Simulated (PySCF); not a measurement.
Potential energy surface of HLi₂, doublet: collinear Li-H-Li surface. Scanned: Li-H distance and H-Li distance.

Calculation: unrestricted Hartree-Fock/LANL2DZ run with PySCF 2.14.0.

Energy in kJ/mol above the lowest grid point; x is the Li-H distance (Å), y the H-Li distance (Å).

| y \ x | 1.36 | 1.44 | 1.63 | 1.75 | 1.85 | 2.04 | 2.19 | 2.39 | 2.69 | 2.90 | 3.46 | 3.95 | 4.64 |
|---|---|---|---|---|---|---|---|---|---|---|---|---|---|
| 4.64 | 87.3 | 69.6 | 55.0 | 59.0 | 67.3 | 90.7 | 113.3 | 140.9 | 211.3 | 174.5 | 198.8 | 195.2 | 193.2 |
| 4.03 | 84.4 | 66.7 | 52.2 | 56.2 | 64.4 | 87.7 | 110.2 | 138.8 | 209.2 | 173.2 | 197.3 | 193.7 | 191.7 |
| 3.46 | 78.6 | 61.0 | 46.5 | 50.4 | 58.6 | 81.6 | 103.8 | 133.6 | 202.5 | 169.5 | 192.8 | 189.6 | 187.7 |
| 2.94 | 68.0 | 50.4 | 35.8 | 39.6 | 47.6 | 70.1 | 91.8 | 122.0 | 182.6 | 159.8 | 180.2 | 178.2 | 176.9 |
| 2.72 | 61.3 | 43.7 | 29.1 | 32.8 | 40.7 | 62.9 | 84.2 | 113.9 | 163.5 | 150.8 | 168.7 | 168.1 | 167.5 |
| 2.40 | 49.1 | 31.7 | 17.1 | 20.7 | 28.3 | 49.9 | 70.5 | 97.9 | 114.0 | 122.0 | 137.1 | 140.8 | 142.5 |
| 2.19 | 40.3 | 23.0 | 8.6 | 12.1 | 19.6 | 40.8 | 60.3 | 70.1 | 83.0 | 90.5 | 103.8 | 109.6 | 113.3 |
| 2.06 | 35.3 | 18.1 | 3.9 | 7.4 | 14.8 | 37.2 | 43.3 | 52.1 | 64.5 | 71.7 | 84.4 | 90.0 | 93.5 |
| 1.90 | 31.1 | 14.0 | 0.0 | 3.6 | 15.1 | 19.0 | 24.5 | 32.8 | 44.7 | 51.6 | 63.9 | 69.2 | 72.6 |
| 1.70 | 32.6 | 34.6 | 7.7 | 1.9 | 0.9 | 4.4 | 9.8 | 17.9 | 29.4 | 36.0 | 47.9 | 53.1 | 56.4 |
| 1.59 | 39.7 | 33.0 | 6.7 | 1.0 | 0.1 | 3.8 | 9.2 | 17.3 | 28.8 | 35.3 | 47.1 | 52.2 | 55.6 |
| 1.49 | 52.7 | 39.0 | 12.9 | 7.5 | 6.7 | 10.6 | 16.1 | 24.3 | 35.7 | 42.3 | 53.9 | 59.1 | 62.5 |
| 1.36 | 83.1 | 62.3 | 36.4 | 31.1 | 30.5 | 34.6 | 40.3 | 48.7 | 60.2 | 66.8 | 78.6 | 83.8 | 87.3 |

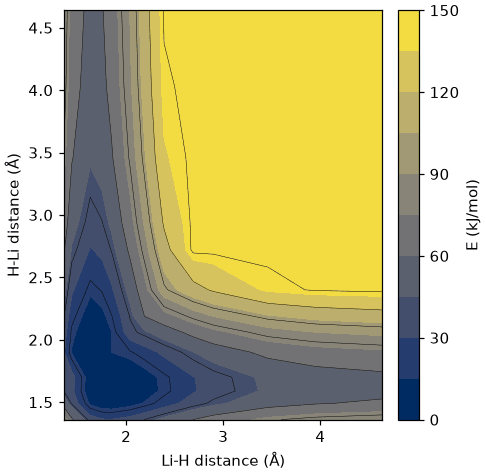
Energy surface, cut off at 142 kJ/mol.

Points that lie below all their neighbours on the grid: x = 1.63, y = 1.90 (0.0 kJ/mol); x = 1.85, y = 1.59 (0.1 kJ/mol). The lowest path on the grid from the first to the second passes x = 1.75, y = 1.70 at 1.9 kJ/mol.
